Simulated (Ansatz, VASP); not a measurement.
# Cross-check of TiO2 (Anatase) between VASP and Ansatz

One calculation is typed for both programs; each brings its own data sets and cutoff. How far apart do they land? The cell comes out of the VASP series on this material, whose earlier steps may have relaxed, scaled or displaced it; both programs get it as it stands.

Calculated with Ansatz 0.2.0; plane waves, with VASP 6.6.1 beside it; relaxation of cell and atoms at PBE, single point at PBE and band structure at PBE.

### Step 1. The starting structure

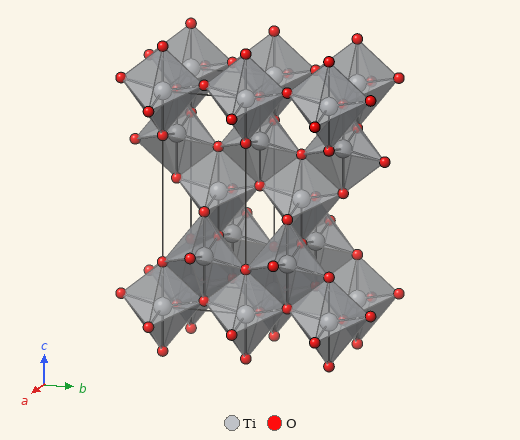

The starting structure, seen slightly off an axis (titanium light grey, oxygen red). 1×2×1 cells are drawn. This picture shows the conventional cell, with its axes. Some periodic images of atoms are drawn too.

### Step 2. VASP: relaxation of cell and atoms, PBE

The relaxed volume is the usual yardstick between codes: its relative difference is about their pressure difference at one cell divided by the bulk modulus.

Lines of VASP's logs that name or quote its potential files are left out, and so is its time.

Input file INCAR:

```
SYSTEM = TiO2
PREC = Accurate
ENCUT = 520
EDIFF = 1E-06
NELM = 100
ISMEAR = 0
SIGMA = 0.05
LREAL = .FALSE.
ALGO = Normal
GGA = PE
NBANDS = 30
LASPH = .TRUE.
LORBIT = 11
LWAVE = .FALSE.
LCHARG = .FALSE.
KPAR = 4
IBRION = 2
NSW = 60
ISIF = 3
EDIFFG = -0.01
```

Input file POSCAR:

```
TiO2
1.0
   -1.9015196885      1.9015196885      4.8532805908
    1.9015196885     -1.9015196885      4.8532805908
    1.9015196885      1.9015196885     -4.8532805908
Ti O
2 4
Direct
    0.0000000000      0.0000000000      0.0000000000
    0.7500000000      0.2500000000      0.5000000000
    0.2065503743      0.2065503743      0.0000000000
    0.9565503743      0.4565503743      0.5000000000
    0.5434496257      0.0434496257      0.5000000000
    0.7934496257      0.7934496257      0.0000000000
```

Input file KPOINTS:

```
Automatic mesh
0
Gamma
8 8 8
0 0 0
```

PAW data sets: Ti_sv and O (PBE family, release 64).

Launch:

```sh
> mpirun -np 4 vasp_std
```

Numbers of over 12 decimals in the logs are rounded to 6 here.

What it wrote:

```text
[banner, memory and clock lines left out]
running    4 mpi-ranks, on    1 nodes
 distrk:  each k-point on    1 cores,    4 groups
 distr:  one band on    1 cores,    1 groups

 POSCAR found type information on POSCAR TiO
 POSCAR found :  2 types and       6 ions
 LDA part: xc-table for (Slater+PW92), standard interpolation
 POSCAR, INCAR and KPOINTS ok, starting setup
 FFT: planning ... GRIDC
 FFT: planning ... GRID_SOFT
 FFT: planning ... GRID
 WAVECAR not read
 entering main loop
       N       E                     dE             d eps       ncg     rms          rms(c)
DAV:   1     0.669252671564E+03    0.66925E+03   -0.24780E+04  3540   0.185E+03
DAV:   2     0.367885395769E+02   -0.63246E+03   -0.60129E+03  3922   0.543E+02
DAV:   3    -0.662942236481E+02   -0.10308E+03   -0.10117E+03  5276   0.203E+02
DAV:   4    -0.711431535986E+02   -0.48489E+01   -0.48436E+01  5100   0.445E+01
DAV:   5    -0.713536062457E+02   -0.21045E+00   -0.21041E+00  4830   0.729E+00    0.313E+01
DAV:   6    -0.543950675098E+02    0.16959E+02   -0.10733E+02  4668   0.967E+01    0.118E+01
DAV:   7    -0.540672902961E+02    0.32778E+00   -0.16586E+01  4586   0.331E+01    0.825E+00
DAV:   8    -0.538913133471E+02    0.17598E+00   -0.25647E+00  4256   0.157E+01    0.312E+00
DAV:   9    -0.538646057936E+02    0.26708E-01   -0.46857E-01  5154   0.550E+00    0.115E+00
DAV:  10    -0.538685908381E+02   -0.39850E-02   -0.74219E-02  4230   0.232E+00    0.485E-01
DAV:  11    -0.538655010287E+02    0.30898E-02   -0.22964E-02  4760   0.992E-01    0.112E-01
DAV:  12    -0.538655449833E+02   -0.43955E-04   -0.29501E-03  4074   0.502E-01    0.714E-02
DAV:  13    -0.538654960952E+02    0.48888E-04   -0.21941E-04  4418   0.137E-01    0.155E-02
DAV:  14    -0.538655020171E+02   -0.59218E-05   -0.50867E-05  5398   0.426E-02    0.989E-03
DAV:  15    -0.538655019558E+02    0.61246E-07   -0.14842E-05  3868   0.271E-02    0.503E-03
DAV:  16    -0.538655016201E+02    0.33574E-06   -0.28709E-06  3048   0.170E-02
   1 F= -.53865502E+02 E0= -.53865502E+02  d E =-.538655E+02
 curvature:   0.00 expect dE= 0.000E+00 dE for cont linesearch  0.000E+00
 trial: gam= 0.00000 g(F)=  0.373E-05 g(S)=  0.750E-05 ort = 0.000E+00 (trialstep = 0.100E+01)
 search vector abs. value=  0.112E-04
 reached required accuracy - stopping structural energy minimisation
```

OUTCAR, selected parts (step 2):

```text
ion  position               nearest neighbor table
   1  0.000  0.000  0.000-   5 1.95   4 1.95   5 1.95   4 1.95   3 2.00   6 2.00
   2  0.750  0.250  0.500-   6 1.95   3 1.95   6 1.95   3 1.95   4 2.00   5 2.00
   3  0.207  0.207  0.000-   2 1.95   2 1.95   1 2.00
   4  0.957  0.457  0.500-   1 1.95   1 1.95   2 2.00
   5  0.543  0.043  0.500-   1 1.95   1 1.95   2 2.00
   6  0.793  0.793  0.000-   2 1.95   2 1.95   1 2.00

  LATTYP: Found a body centered tetragonal cell.
 ALAT       =     3.8030393770
 C/A-ratio  =     2.5523167707

 Subroutine GETGRP returns: Found 16 space group operations
 (whereof  8 operations were pure point group operations)

The static configuration has the point symmetry D_2d.
 The point group associated with its full space group is D_4h.

 Found     59 irreducible k-points:

   k-points           NKPTS =     59   k-points in BZ     NKDIM =     59   number of bands    NBANDS=     30

   dimension x,y,z NGX =    42 NGY =   42 NGZ =   42
   dimension x,y,z NGXF=    84 NGYF=   84 NGZF=   84

   ENCUT  =  520.0 eV  38.22 Ry    6.18 a.u.  10.32 10.32 10.32*2*pi/ulx,y,z

   NELECT =      48.0000    total number of electrons

 k-points in reciprocal lattice and weights: Automatic mesh
   0.00000000  0.00000000  0.00000000       0.002
   0.12500000  0.00000000 -0.00000000       0.016
   0.25000000  0.00000000 -0.00000000       0.016
   0.37500000  0.00000000 -0.00000000       0.016
   0.50000000  0.00000000 -0.00000000       0.008
   0.12500000  0.12500000 -0.00000000       0.016
   0.25000000  0.12500000 -0.00000000       0.031
   0.37500000  0.12500000  0.00000000       0.031
   0.50000000  0.12500000 -0.00000000       0.031
[...]
-0.37500000 -0.37500000  0.37500000       0.004
   0.50000000  0.50000000  0.50000000       0.002

 average (electrostatic) potential at core
       1 -77.4964       2 -77.4964       3 -70.5561       4 -70.5561       5 -70.5561
       6 -70.5561

 E-fermi :   3.3559

 k-point     1 :       0.0000    0.0000    0.0000
  band No.  band energies     occupation
    ...
     20       2.3248      2.00000
     21       2.3248      2.00000
     22       2.3377      2.00000
     23       2.7064      2.00000
     24       2.7064      2.00000
     25       5.2210      0.00000
     26       5.8846      0.00000
     27       7.0626      0.00000
     28       7.0626      0.00000
     29       7.0728      0.00000
    ...

 k-point     2 :       0.1250    0.0000   -0.0000
  band No.  band energies     occupation
    ...
     20       1.9946      2.00000
     21       2.2565      2.00000
     22       2.3563      2.00000
     23       2.4773      2.00000
     24       2.7187      2.00000
     25       5.5563      0.00000
     26       5.9461      0.00000
     27       6.6589      0.00000
     28       6.8076      0.00000
     29       7.0104      0.00000
    ...

 k-point     3 :       0.2500    0.0000   -0.0000
  band No.  band energies     occupation
    ...
     20       1.4665      2.00000
     21       1.8505      2.00000
     22       2.3265      2.00000
     23       2.3607      2.00000
     24       2.6478      2.00000
     25       6.0188      0.00000
     26       6.2802      0.00000
     27       6.3564      0.00000
     28       6.6048      0.00000
     29       6.9423      0.00000
    ...

  Total        0.0187490      0.0187490      0.0151555      0.0000000      0.0000000      0.0000000
  in kB        0.4279491      0.4279491      0.3459256      0.0000000      0.0000000      0.0000000
  external PRESSURE =       0.4006079 kB  Pullay stress =       0.0000000 kB

  energy-cutoff  :      520.00
  volume of cell :       70.19
      direct lattice vectors                 reciprocal lattice vectors
    -1.901519689  1.901519689  4.853280591     0.000000000  0.262947580  0.103023098
     1.901519689 -1.901519689  4.853280591     0.262947580  0.000000000  0.103023098
     1.901519689  1.901519689 -4.853280591     0.262947580  0.262947580  0.000000000

 POSITION                                       TOTAL-FORCE (eV/Angst)
 -----------------------------------------------------------------------------------
      0.00000      0.00000      0.00000         0.000000      0.000000      0.000000
      0.00000      1.90152      2.42664         0.000000      0.000000      0.000000
      0.00000      0.00000      2.00489        -0.000000      0.000000     -0.004398
      0.00000      1.90152      4.43153         0.000000     -0.000000     -0.004398
     -0.00000      1.90152      0.42175         0.000000     -0.000000      0.004398
      0.00000      0.00000      7.70167        -0.000000      0.000000      0.004398
 -----------------------------------------------------------------------------------
    total drift:                                0.000000      0.000000      0.000000

  FREE ENERGIE OF THE ION-ELECTRON SYSTEM (eV)
  ---------------------------------------------------
  free  energy   TOTEN  =       -53.8655016201 eV

  energy  without entropy=      -53.8655016201  energy(sigma->0) =      -53.86550162

 reached required accuracy - stopping structural energy minimisation

 total charge
# of ion       s       p       d       tot
------------------------------------------
    1        2.218   6.282   1.721  10.221
    2        2.218   6.282   1.721  10.221
    3        1.571   3.493   0.000   5.064
    4        1.571   3.493   0.000   5.064
    5        1.571   3.493   0.000   5.064
    6        1.571   3.493   0.000   5.064
--------------------------------------------------
tot         10.720  26.536   3.442  40.698

[... 3 further parts left out ...]
```

### Step 3. Ansatz: relaxation of cell and atoms, PBE

Ansatz runs on its default PAW (the set named soft_2) files.

The same cell, functional, mesh and smearing now go to Ansatz, which takes its cutoff from its data sets.

Input file input.yaml:

```yaml
crystal:
  lattice:
    - [-1.9015196885, 1.9015196885, 4.8532805908]
    - [1.9015196885, -1.9015196885, 4.8532805908]
    - [1.9015196885, 1.9015196885, -4.8532805908]
  atoms:
    - { symbol: Ti, position: [0.0, 0.0, 0.0] }
    - { symbol: Ti, position: [0.75, 0.25, 0.5] }
    - { symbol: O, position: [0.2065503743, 0.2065503743, 0.0] }
    - { symbol: O, position: [0.9565503743, 0.4565503743, 0.5] }
    - { symbol: O, position: [0.5434496257, 0.0434496257, 0.5] }
    - { symbol: O, position: [0.7934496257, 0.7934496257, 0.0] }
hamiltonian:
  xc: pbe
  pseudopotentials: { kind: paw }
kpoints:
  mp_grid: { grid: [8, 8, 8] }
scf:
  occupations: { method: gaussian, width: 0.05 }
relax:
  f_tol: 0.01
  max_steps: 60
  cell: { stress_tol: 0.05 }
output:
  forces: true
  stress: true
```

Launch:

```sh
> ansatz run input.yaml --threads 4 --pin off --max-ram 9216MiB --backend cpu --events-out ev --progress --plain --runs-dir out
```

What it wrote:

```text
basis.fft_grid_basis auto: the FFT boxes are laid along the combinations [[1, 0, 1], [0, 1, 1], [0, 0, 1]] of the cell's own vectors, 3.803, 3.803 and 5.549 Å long. The dense box has 27×27×40 points. Along the cell's own vectors, as sized, it would have 40×40×40, 2.19 times as many. Of the 16 symmetry operations that the crystal satisfies within crystal.symmetry.tolerance (time reversal apart; of a slab, those that k [...]
Engine: ansatz 0.2.0, aarch64-unknown-linux-gnu
Pseudopotentials: kind: paw
Pseudopotential: Ti, paw, valence charge 12, recommended cutoff 420 eV (normal), Ti.paw.azcp
Pseudopotential: O, paw, valence charge 6, recommended cutoff 420 eV (normal), O.paw.azcp
Functional definition: PBE
  parameter kappa = 0.804
  parameter beta = 0.066725
  exchange = pbe_x(kappa = kappa, mu = beta*pi^2/3)
  correlation = pbe_c(beta = beta)
Crystal: 6 atoms, lattice volume = 70.194 Å³
Basis set: ecut = 420 eV, 1365 PW (Γ), FFT grids on a1+a3, a2+a3, a3, exchange–correlation on 54×54×80 points (8 copies of the dense FFT grid, shifted against one another)
Bands: 30, of which v1, the nominal top of the filled ones, is band 24 counted from 1 (23 counted from 0)
Symmetry: 16 space group operations
Space group: I41/amd (ITA 141), of the structure as read, at distance tolerance 4.1e-5 Å
k-points: 59 of 512
Non-local potential: Ti, projectors of the file, l = 0: 3, l = 1: 2, l = 2: 3, l = 3: 1
Non-local potential: O, projectors of the file, l = 0: 2, l = 1: 2, l = 2: 1
PAW form: soft (Blöchl's): semilocal exchange-correlation on the pseudo side does not see the compensation charge
PAW one-centre angular grid: Ti, 590 points (default); XC on 64 Gauss nodes
PAW one-centre angular grid: O, 110 points (default); XC on 64 Gauss nodes
Initial density: superposition of atomic densities (neutral atoms: chi_scale 0, normalization atom), corrected by the library's trained network
Initial wavefunctions: pseudopotential atomic-orbital guess
Functional: x = pbe(κ = 0.804, μ = 0.219515), c = pbe(β = 0.066725)
SCF iter   1: F=—  HF=-7277.497579 eV  |F-HF|=—  |Δ(HF+E_count)|=         —  Δρ=3.21e-3  dr2=2.06e-3  ethr=1.77e-3  ⟨swp⟩=4.4  Hψ=7201  notcnv=0
preconditioner: auto → Resta (q_TF=auto, 2.561 Å⁻¹)  ε∞=8.0  [insulator: Δε(μ)=2.152 eV  Ē_g=9.484 eV  σ=0.050 eV  W_gap=1.00  n_scr=22 (ndim 8)  ℏωp=25.1 eV  f_vac=0.107  D(μ)=0.00/eV (n_scr^D=0)  ε∞_Penn≈8.0]
SCF iter   2: F=—  HF=-7277.498987 eV  |F-HF|=—  |Δ(HF+E_count)|=   1.41e-3  Δρ=1.71e-3  dr2=6.16e-4  ethr=4.30e-6  ⟨swp⟩=2.1  Hψ=2972  notcnv=0
SCF iter   3: F=—  HF=-7277.499700 eV  |F-HF|=—  |Δ(HF+E_count)|=   7.13e-4  Δρ=8.94e-4  dr2=4.49e-4  ethr=1.28e-6  ⟨swp⟩=2.0  Hψ=2614  notcnv=0
SCF iter   4: F=—  HF=-7277.499722 eV  |F-HF|=—  |Δ(HF+E_count)|=   2.19e-5  Δρ=1.57e-4  dr2=1.26e-5  ethr=9.35e-7  ⟨swp⟩=2.0  Hψ=2286  notcnv=0
SCF iter   5: F=—  HF=-7277.499553 eV  |F-HF|=—  |Δ(HF+E_count)|=   1.69e-4  Δρ=5.18e-5  dr2=1.38e-6  ethr=2.64e-8  ⟨swp⟩=2.5  Hψ=2897  notcnv=0
SCF iter   6: F=—  HF=-7277.499554 eV  |F-HF|=—  |Δ(HF+E_count)|=   1.13e-6  Δρ=1.69e-5  dr2=1.33e-7  ethr=2.87e-9  ⟨swp⟩=2.1  Hψ=2490  notcnv=0
SCF iter   7: F=-7277.499554 eV  HF=-7277.499554 eV  |F-HF|=1.00e-8  |Δ(HF+E_count)|=   3.09e-7  Δρ=3.75e-6  dr2=5.28e-9  ethr=2.08e-10  ⟨swp⟩=4.0  Hψ=5776  notcnv=0
SCF 1 converged in 7 iterations: F = -7277.499554 eV  dr2 = 5.28e-9
  greatest PAW one-centre occupation: 0.999 electrons in one spin orbital (limit 2), on the Ti atom at site 1 (counted from 0), in its partial waves of l = 0
relax step   1: F+E_penalty+E_count = -7277.49955412 eV  Δ(F+E_penalty+E_count) = +0.000e0 eV  max|allowed force component| = 2.263e-2 eV/Å  Δτ_max = 0.0000 Å  P = -0.620 GPa  Ω = 70.194 Å³  (7 SCF iters, dr2 threshold 1.00e-7 eV, accepted)
[...]
relax step   2: F+E_penalty+E_count = -7277.50050935 eV  Δ(F+E_penalty+E_count) = -9.552e-4 eV  max|allowed force component| = 8.029e-3 eV/Å  Δτ_max = 0.0004 Å  P = -0.179 GPa  Ω = 70.054 Å³  energy of the carried Pulay correction = +5.844e-4 eV  (5 SCF iters, dr2 threshold 6.00e-7 eV, accepted)
[...]
relax step   3: F+E_penalty+E_count = -7277.50077367 eV  Δ(F+E_penalty+E_count) = -2.643e-4 eV  max|allowed force component| = 6.298e-4 eV/Å  Δτ_max = 0.0003 Å  P = +0.002 GPa  Ω = 69.999 Å³  energy of the carried Pulay correction = +8.129e-4 eV  (5 SCF iters, dr2 threshold 9.15e-8 eV, accepted)
[...]
relax step   4: F+E_penalty+E_count = -7277.50002654 eV  Δ(F+E_penalty+E_count) = +7.471e-4 eV  max|allowed force component| = 6.016e-4 eV/Å  Δτ_max = 0.0000 Å  P = -0.019 GPa  Ω = 69.999 Å³  stress off target by 2.63e-2 GPa  SCF on the basis re-selected at this cell (its energy is not comparable with the rows above)  (7 SCF iters)
basis re-selected at this cell: Δ(F+E_penalty+E_count) = +7.471e-4 eV, ΔP = -0.022 GPa vs the last step (what re-selecting the basis moved, of the pressure what is left beyond the Pulay correction that the steps carried, after the strain that the cell walked since its last selection, with what the two solves' SCF thresholds leave and, on support functions, any second-order correction that the steps lacked; it is no m [...]
SCF converged after 7 iterations
Free energy (F): -7277.500027 eV
Harris-Foulkes:  -7277.500027 eV  (|F-HF|=0.00e0)
Internal energy: -7277.500027 eV  (E = F + TS)
E sigma→0 (E₀):  -7277.500027 eV
Fermi energy:    8.019178 eV
--- Per-component energies (eV) ---
  E_band       = -471.366993
  E_kinetic    = 1244.840882
  E_local      = -3616.268296  (includes V_loc(G=0)·N_el)
  E_nonlocal   = 196.373821
  E_hartree    = 1401.110003
  E_xc         = -492.095420
  E_vxc        = -623.114604  (∫ρ·V_xc dr)
  E_paw        = -2721.730839  (= ΣΔE_a)
  E_vpaw       = -475.428913  (= ΣTr[D̂ρ^β])
  E_aug_tail   = 0.010156  (compensation charges beyond the density's cutoff)
  E_ewald      = -3289.740334
  E_smearing   = -0.000000  (= −TS)
  E_closure    = 0.000000  (closes the sum)
  Σ components = -7277.500027   (vs F -7277.500027, Δ=0.00e0)
--- Forces (eV/Å), atoms counted from 1 ---
  atom   1  Ti     0.00000000     0.00000000     0.00000000
  atom   2  Ti    -0.00000000     0.00000000     0.00000000
  atom   3  O     -0.00000000    -0.00000000    -0.00060163
  atom   4  O      0.00000000    -0.00000000    -0.00060163
  atom   5  O     -0.00000000    -0.00000000     0.00060163
  atom   6  O     -0.00000000    -0.00000000     0.00060163
  max |Σ_I F_I| component: 9.54e-18 eV/Å
--- Stress (GPa, compression-positive) ---
       -0.026295       0.000000       0.000000
        0.000000      -0.026295      -0.000000
        0.000000       0.000000      -0.005656
  P = ⅓ Tr σ = -0.0194 GPa (-0.194 kbar)
--- Relaxed structure (3 steps of the walk, 3 accepted, 1 SCFs on fresh bases) ---
  F+E_penalty+E_count = -7277.50002654 eV   max|allowed force component| = 6.016e-4 eV/Å   (the final SCF, on the basis selected at the relaxed cell)
  cell:  # Å, volume = 69.9991 Å³
    - [-1.899597, 1.899597, 4.849636]
    - [1.899597, -1.899597, 4.849636]
    - [1.899597, 1.899597, -4.849636]
  atoms:
    - { symbol: Ti, position: [0, 0, 0] }
    - { symbol: Ti, position: [0.75, 0.250000, 0.5] }
    - { symbol: O, position: [0.206476, 0.206476, 0] }
    - { symbol: O, position: [0.956476, 0.456476, 0.5] }
    - { symbol: O, position: [0.543524, 0.043524, 0.5] }
    - { symbol: O, position: [0.793524, 0.793524, 0] }
```

Wall time 6.5 s (4 threads of Arm Neoverse V1, shared host); peak memory 0.44 GiB; 25 s of CPU time.

### Step 4. Side by side

Known differences besides the PAW data sets themselves: both relaxations stop at a tolerance, which leaves soft axes loose, and VASP keeps its plane-wave basis; the cutoff is 420 eV in Ansatz and 520 eV in VASP; Ansatz adds a Pulay correction to the stress that steers its cell, VASP none. Total energies have different zeros and are not compared.

Compared:

| quantity | Ansatz | VASP | difference |
| --- | --- | --- | --- |
| volume (Å³) | 70.00 | 70.19 | -0.28 % |
| edge a after relaxation, in the typed setting (Å) | 5.544 | 5.548 | -0.08 % |

The walks stopped with -0.02 GPa left in Ansatz and 0.04 GPa in VASP; each walk ends within a tolerance, so the volume difference is uncertain by about these residues over the bulk modulus, most in soft cells.

### Step 5. Ansatz: single point, PBE

A single point gives forces, pressure and levels at one fixed geometry, so differences don't come from the geometry; what else differs is listed under the comparison.

The cell comes out of the VASP series on this material, whose earlier steps may have relaxed, scaled or displaced it; both programs get it as it stands.

input.yaml: that of step 3 with these lines changed.

```diff
@@ -19,6 +19,3 @@
   occupations: { method: gaussian, width: 0.05 }
-relax:
-  f_tol: 0.01
-  max_steps: 60
-  cell: { stress_tol: 0.05 }
+  n_extra_bands: 5
 output:
@@ -26 +23,2 @@
   stress: true
+  eigenvalues: true
```

What it wrote:

```text
[...]
Crystal: 6 atoms, lattice volume = 70.194 Å³
Basis set: ecut = 420 eV, 1365 PW (Γ), FFT grids on a1+a3, a2+a3, a3, exchange–correlation on 54×54×80 points (8 copies of the dense FFT grid, shifted against one another)
Bands: 29, of which v1, the nominal top of the filled ones, is band 24 counted from 1 (23 counted from 0)
Symmetry: 16 space group operations
[...]
k-point 0: bands = [... 20 lower, 6.1423, 6.1543, 6.5193, 6.5193, 9.0544, 9.7187, 10.8983, 10.8983, ... 1 higher]
  k-point 1: bands = [... 20 lower, 5.8413, 5.8589, 6.2307, 6.6748, 9.6405, 9.7991, 10.3354, 10.6267, ... 1 higher]
  k-point 2: bands = [... 20 lower, 5.1992, 5.9866, 6.3617, 6.7396, 9.8225, 9.9924, 10.3818, 10.5561, ... 1 higher]
  k-point 58: bands = [... 20 lower, 5.7021, 5.7021, 6.8342, 6.8342, 9.3759, 9.3759, 10.6295, 10.6295, ... 1 higher]
[key lines of the parts left out:]
SCF converged after 6 iterations
Free energy (F): -7277.499554 eV
Fermi energy:    7.980890 eV
P = ⅓ Tr σ = -0.6195 GPa (-6.195 kbar)
```

Run time: 1.8 s. Hardware: 4 threads; peak memory 0.4 GiB.

The run ends at a pressure of -0.62 GPa, with forces up to 0.023 eV/Å.

(Continued in part 2 of 2.)

[Lines on the potential files, build, host, timing and source positions are cut from VASP's logs without a mark.]

[Logs are printed without paths, hosts, clocks, repeated set-up lines and the standing remarks that a program may print on its own settings, such as how far it seeks lower states.]

[Hosts, paths, dates, database ids (printed as entryN), source tags and the programs' standing remarks are cut or masked in the printed files.]
